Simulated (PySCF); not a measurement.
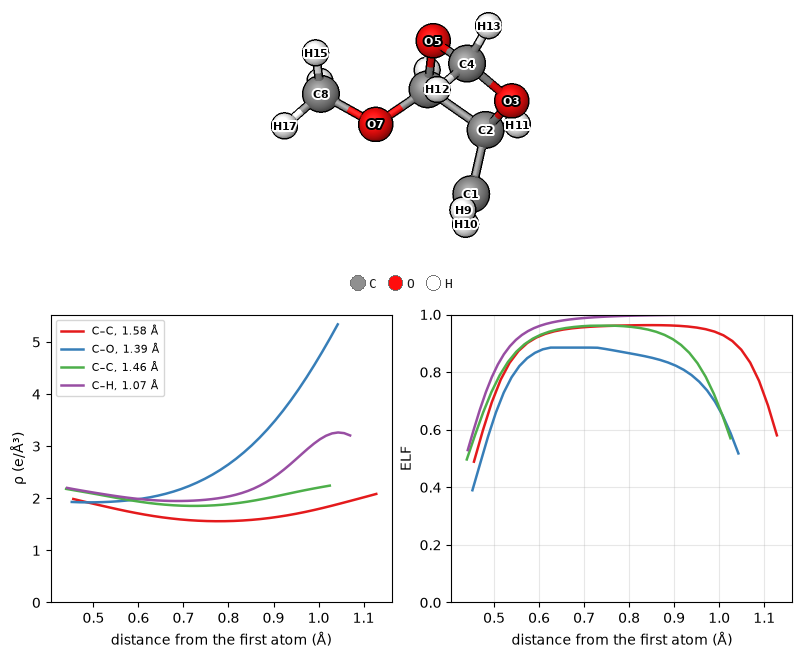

The picture shows: C₅H₉O₃ (doublet). Total electron density and ELF along straight lines between neighbouring atoms. The curves leave out the atomic cores. The structure is drawn too.

Geometry: GFN2-xTB.

Method: UKS B3LYP, pcH-1 on C H O, non-relativistic, mean-field spin-orbit, GIAO in PySCF 2.14.0, density-fitted response routines.

```xyz
17

C    -1.4373   -1.2445   -1.0058
C    -1.0676   -0.9128    0.3718
O    -1.8904    0.0949    0.9434
C    -1.1365    1.2662    0.9828
O     0.1844    0.8712    1.2491
C     0.3851   -0.2968    0.5046
O     0.8831   -0.0581   -0.7714
C     2.2153    0.4152   -0.7769
H    -1.9418   -0.5197   -1.6106
H    -1.1322   -2.1785   -1.4300
H    -1.1287   -1.7978    1.0198
H    -1.1877    1.8046    0.0183
H    -1.4907    1.9030    1.7961
H     1.0749   -0.9354    1.0779
H     2.2985    1.3599   -0.2328
H     2.8882   -0.3216   -0.3241
H     2.4764    0.5624   -1.8220
```

Question: What kind of bonding do the profiles show?

Answer: C–C (1.58 Å): the density is about 1.6 e/Å³ at the midpoint; the ELF peaks at about 0.95 between the atoms (a covalent bond).
C–O (1.39 Å): ρ at the midpoint is about 2.2 e/Å³, with its minimum of 1.9 e/Å³ about 0.5 Å from C; the ELF peaks at about 0.90 between the atoms (a shared but strongly polarised pair).
C–C (1.46 Å): the density is about 1.9 e/Å³ at the midpoint; the ELF peaks at about 0.95 between the atoms; a shared electron pair.
C–H (1.07 Å): ρ at the midpoint is about 2.1 e/Å³; the ELF climbs to about 1 towards the hydrogen, as it does in any bond to H; a covalent bond by its length.
